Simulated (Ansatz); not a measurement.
# C3H5Al: the cost of one run

Program: the Python package of Ansatz 0.2.0. The levels of theory stand in the script. These are calculated values, not measurements.

## Step 1: Starting point

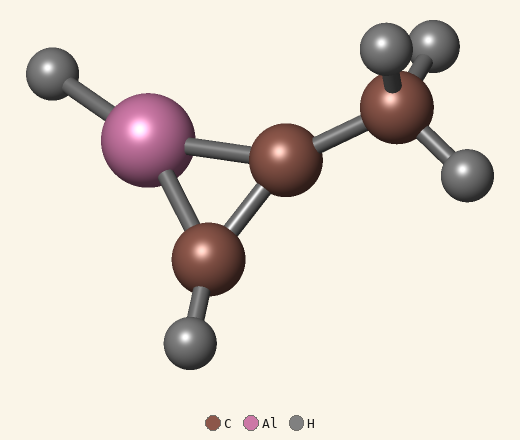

The structure that the script starts from, seen from a chosen angle (carbon brown, aluminium pink, hydrogen grey).

The script reads c3h5al.xyz:

```xyz
9

C     0.24700    0.92550   -1.05410
C     0.00660   -0.10270   -0.04840
C     0.16470   -1.47750    0.29880
Al   -0.49420   -0.48130    1.62840
H     0.17550    0.51660   -2.09880
H    -0.61480    1.73520   -0.97360
H     1.20460    1.46810   -0.90020
H     0.59770   -2.44330    0.01970
H    -1.19860   -0.18690    3.11110
```

## Step 2: The script

File methods.py:

```python
'''C3H5Al at several levels of theory.'''

from pathlib import Path

import ansatz as az
import numpy as np


def main() -> None:
    mol = az.Crystal.molecule_from_extxyz('c3h5al.xyz')

    job = mol.calculation()
    job = job.basis(gaussian='def2-SVP')
    job = job.scf(lower_state_search='off')

    print('functional    E (Ha)        dipole (D)   HOMO (eV)  LUMO (eV)')
    for name in ['blyp', 'revpbe', 'pbe0', 'cam_b3lyp', 'r2scan0', 'hf']:
        report = job.functional(name).forces().orbitals().run(threads=1, pin='off', runs_dir='runs').report
        lines = Path(report['orbitals_path']).read_text().splitlines()
        field_of = lambda key: [line.split('=')[1].strip() for line in lines if line.startswith(key)]
        orbitals = [(27.211386 * float(e), s, float(n)) for e, s, n in zip(field_of('Ene='), field_of('Spin='), field_of('Occup='))]
        homo = max(e for e, _, n in orbitals if n > 0.5)
        lumo = min(e for e, _, n in orbitals if n < 0.5)
        dipole = 4.803205 * np.linalg.norm(report['charge_distribution']['dipole_moment_e_ang'])
        print(f'{name:10s} {report["free_energy_ev"] / 27.211386246:14.6f} {dipole:9.3f} {homo:11.3f} {lumo:10.3f}')


if __name__ == '__main__':
    main()
```

## Step 3: The input behind the calls

The package turns the script's settings into the engine's input (first run):

```yaml
crystal:
  periodic: [false, false, false]
  atoms:
    - { symbol: C, position_ang: [0.247, 0.9255, -1.0541] }
    - { symbol: C, position_ang: [0.0066, -0.1027, -0.0484] }
    - { symbol: C, position_ang: [0.1647, -1.4775, 0.2988] }
    - { symbol: Al, position_ang: [-0.4942, -0.4813, 1.6284] }
    - { symbol: H, position_ang: [0.1755, 0.5166, -2.0988] }
    - { symbol: H, position_ang: [-0.6148, 1.7352, -0.9736] }
    - { symbol: H, position_ang: [1.2046, 1.4681, -0.9002] }
    - { symbol: H, position_ang: [0.5977, -2.4433, 0.0197] }
    - { symbol: H, position_ang: [-1.1986, -0.1869, 3.1111] }
basis:
  gaussian:
    orbitals: def2-SVP
hamiltonian:
  xc: blyp
scf:
  lower_state_search: "off"
output:
  orbitals: {}
  forces: true
```

## Step 4: Launch

Command:

```
$ python methods.py
```

What time and memory should one allow on 1 thread of Arm Neoverse V2, shared host?

About 12 s, with a peak of 0.21 GiB.
